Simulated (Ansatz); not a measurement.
## A ladder of methods for SiHCl3 (SMILES Cl[SiH](Cl)Cl)

SiHCl3 has 5 atoms, charge 0, and is taken as a singlet. SMILES: `Cl[SiH](Cl)Cl`. The coordinates come from a PBE0-D4/def2-TZVP relaxation.

```xyz
5

Cl    1.6909   -0.5714    0.8919
Si   -0.0813   -0.0127    0.0754
Cl    0.0177    1.9337   -0.4913
Cl   -0.4760   -1.1705   -1.5442
H    -1.1513   -0.1791    1.0681
```

Quantity: the energy change with the Si2–Cl4 bond stretched from 2.030 to 2.537 Å, in eV. The values are calculated.

```json
{"level": "HF/STO-3G (restricted)", "kind": "Hartree–Fock", "program": "Ansatz", "value (eV)": "1.56", "less FCI/STO-3G": "+0.40", "CPU time (all runs)": "0.63 s"}
{"level": "PBE/STO-3G (restricted)", "kind": "GGA", "program": "Ansatz", "value (eV)": "0.99", "less FCI/STO-3G": "-0.17", "CPU time (all runs)": "4.1 s"}
{"level": "BHLYP/STO-3G (restricted)", "kind": "global hybrid", "program": "Ansatz", "value (eV)": "1.33", "less FCI/STO-3G": "+0.17", "CPU time (all runs)": "4.1 s"}
{"level": "PBE0/STO-3G (restricted)", "kind": "global hybrid", "program": "Ansatz", "value (eV)": "1.22", "less FCI/STO-3G": "+0.06", "CPU time (all runs)": "4.3 s"}
{"level": "wB97M-V/STO-3G (restricted)", "kind": "range-separated hybrid", "program": "Ansatz", "value (eV)": "1.33", "less FCI/STO-3G": "+0.17", "CPU time (all runs)": "66 s"}
{"level": "RPA@PBE/STO-3G (restricted)", "kind": "RPA", "program": "Ansatz", "value (eV)": "0.96", "less FCI/STO-3G": "-0.20", "CPU time (all runs)": "6.5 s"}
{"level": "MP2/STO-3G (restricted)", "kind": "perturbation theory", "program": "Ansatz", "value (eV)": "1.31", "less FCI/STO-3G": "+0.15", "CPU time (all runs)": "0.76 s"}
{"level": "CCSDT(Q)/STO-3G (restricted)", "kind": "coupled cluster or CI", "program": "Ansatz", "value (eV)": "1.16", "less FCI/STO-3G": "0.00", "CPU time (all runs)": "1.7 s"}
{"level": "FCI/STO-3G", "kind": "exact in the basis", "program": "Ansatz", "value (eV)": "1.16", "less FCI/STO-3G": "0.00", "CPU time (all runs)": "34 s"}
```

FCI/STO-3G is exact within its basis and frozen core, so for wave-function methods in that basis the difference is their error; functionals converge differently with the basis, so for them it is only a difference. The first shape isn't each level's own minimum. The values span 0.96 to 1.56 eV. All rows use very small basis sets, so none should be taken for the real molecule's value. Times are those of the runs behind each value, whatever else they computed, on shared processors of several kinds: orders of magnitude only.

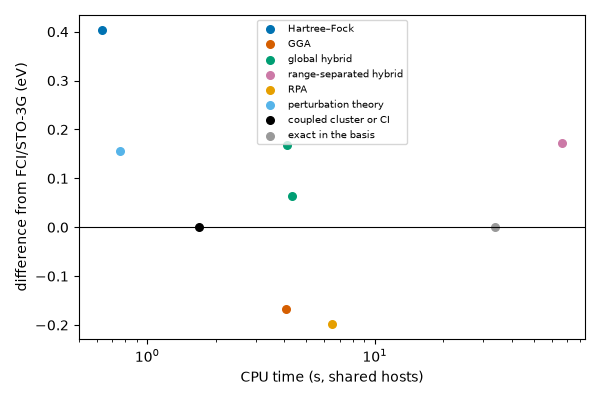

Difference from FCI/STO-3G against processor time, one point a level.
